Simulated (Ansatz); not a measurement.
# GeH2 (SMILES [GeH2]): B3LYP/6-31G(d) (Cartesian functions)

What is the energy change on altering one bond length of GeH2 at B3LYP/6-31G* (Cartesian functions)? 

The results are computed with Ansatz 0.2.0.

34 further runs of the same task are left out: 34 set aside as unsound or not needed.

**1. The system as given**

The species is GeH2 (3 atoms), meant as a singlet with charge 0. SMILES: `[GeH2]`. Geometry: relaxed at PBE0-D4/def2-TZVP.

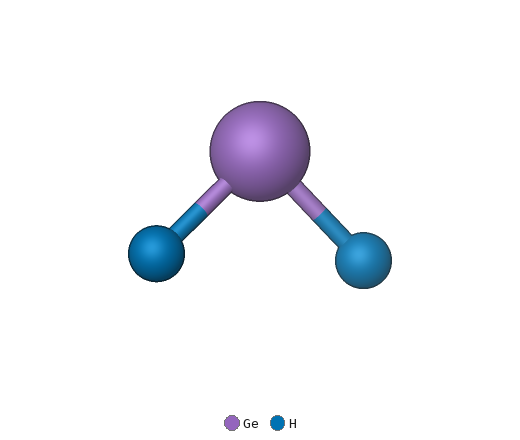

Viewed from a chosen angle; germanium purple, hydrogen blue.

**2. A single-point energy at B3LYP/6-31G(d) (Cartesian functions)**

in.yaml reads:

```yaml
crystal:
  periodic: [false, false, false]
  atoms:
    - {symbol: Ge, position_ang: [-0.570100, 0.405100, -0.263700]}
    - {symbol: H, position_ang: [0.783000, 0.743600, 0.509000]}
    - {symbol: H, position_ang: [-0.212900, -1.148700, -0.245300]}
basis:
  gaussian:
    orbitals: "6-31G*"
hamiltonian:
  xc: {name: B3LYP}
accuracy: high
output:
  orbitals: {seedname: orbitals}
```

Launch:

```console
$ ansatz run in.yaml --threads 1 --pin off --max-ram 3480MiB --events-out events.jsonl --progress --plain --runs-dir runs
```

What it wrote:

```text
Warning: RAYON_NUM_THREADS=1 ignored (pool sized by the plan → 1); use --threads N
Functional definition: B3LYP
  name "B3LYP"
  parameter a0 = 0.2
  parameter ax = 0.72
  parameter ac = 0.81
  exchange = (1 - a0 - ax)*slater_x + ax*b88_x + a0*exact_x
  correlation = (1 - ac)*vwn_rpa_c + ac*lyp_c
645 factors; integrals over basis functions are off by at most 2.8e-9 eV
mean field evaluation 1: about -56542.5974 eV, gradient 1.2e1 eV
mean field evaluation 2: about -56542.7844 eV, gradient 1.1e1 eV
mean field evaluation 4: about -56542.9198 eV, gradient 2.6e-1 eV
mean field evaluation 8: about -56542.9476 eV, gradient 2.2e-2 eV
mean field evaluation 16: about -56542.9476 eV, gradient 5.1e-9 eV
mean field -56542.94756731 eV, -2077.9149969124 hartree, gradient 3.8e-8 eV, S^2 0.000000; 0 other end points of the search recorded, 0 dependent functions left out
reference -56542.94759654 eV, -2077.9149979863 hartree; 17, 17 occupied and 22, 22 virtual orbitals, 645 factors
Total energy: -56542.94759654 eV, -2077.9149979863 hartree
```

Wall time 1.4 s (1 thread of Arm Neoverse V2, shared host); peak memory 0.095 GiB.

**3. The distorted shape**

molecule.yaml reads:

```yaml
crystal:
  periodic: [false, false, false]
  atoms:
    - {symbol: Ge, position_ang: [-0.623680, 0.638169, -0.266460]}
    - {symbol: H, position_ang: [0.729420, 0.976669, 0.506240]}
    - {symbol: H, position_ang: [-0.212900, -1.148700, -0.245300]}
basis:
  gaussian: {orbitals: "6-31G*"}
accuracy: high
hamiltonian: {xc: {name: B3LYP}}
output: {orbitals: {seedname: orbitals}}
```

Launch:

```console
$ ansatz run molecule.yaml --threads 1 --pin off --max-ram 3480MiB --events-out events.jsonl --progress --plain --runs-dir runs
```

What it wrote (excerpt; [...] marks lines left out):

```text
Warning: RAYON_NUM_THREADS=1 ignored (pool sized by the plan → 1); use --threads N
[... 7 set-up lines as earlier in the session ...]
641 factors; integrals over basis functions are off by at most 2.9e-9 eV
mean field evaluation 1: about -56542.3218 eV, gradient 1.3e1 eV
mean field evaluation 2: about -56542.4443 eV, gradient 1.2e1 eV
mean field evaluation 4: about -56542.6826 eV, gradient 3.3e-1 eV
mean field evaluation 8: about -56542.7066 eV, gradient 2.4e-2 eV
mean field evaluation 16: about -56542.7066 eV, gradient 4.3e-7 eV
mean field -56542.70659999 eV, -2077.9061415267 hartree, gradient 1.9e-8 eV, S^2 0.000000; 0 other end points of the search recorded, 0 dependent functions left out
reference -56542.70662944 eV, -2077.9061426090 hartree; 17, 17 occupied and 22, 22 virtual orbitals, 641 factors
Total energy: -56542.70662944 eV, -2077.9061426090 hartree
```

It took 1.4 s on 1 thread of Arm Neoverse V2, shared host; peak memory 0.096 GiB.

**4. Results**

Level: B3LYP/6-31G* (Cartesian functions).

```
                                                          quantity           value
                                         first shape: total energy  -2077.91500 Eh
                                          first shape: HOMO energy        -6.69 eV
                                          first shape: LUMO energy        -3.27 eV
                                        first shape: HOMO–LUMO gap         3.43 eV
                                     distorted shape: total energy  -2077.90614 Eh
                                      distorted shape: HOMO energy        -6.79 eV
                                      distorted shape: LUMO energy        -3.35 eV
                                    distorted shape: HOMO–LUMO gap         3.43 eV
energy change with the Ge1–H3 bond stretched from 1.594 to 1.834 Å        0.241 eV
```

In words: With the Ge1–H3 bond stretched from 1.594 to 1.834 Å the energy rises by 0.24 eV (5.6 kcal/mol). The first shape isn't relaxed at this level, so the change isn't measured from a minimum.
